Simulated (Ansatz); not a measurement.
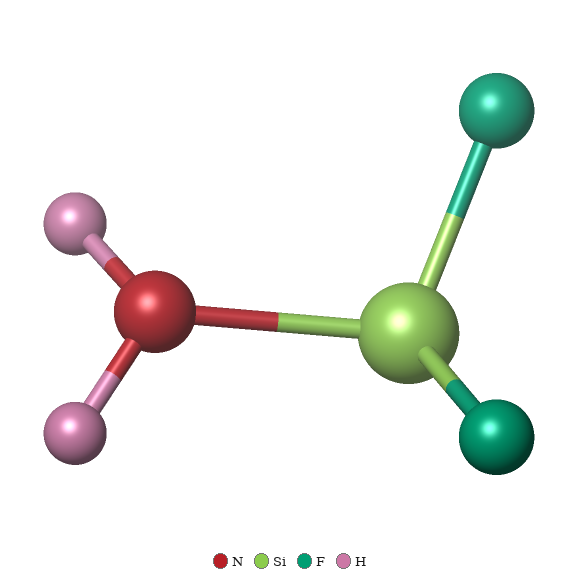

Simulated data, not a measurement (program: Ansatz).

The picture shows a molecular structure as a ball-and-stick model.

State: neutral, doublet.

What does the picture show?

The molecule is F₂H₂NSi. Its SMILES string is `N[Si](F)F`. It has no ring. Among its groups: Si–N bond. This geometry has Cs symmetry. It is an open-shell species. Coordination, clear cases only: 1 Si trigonal pyramidal.
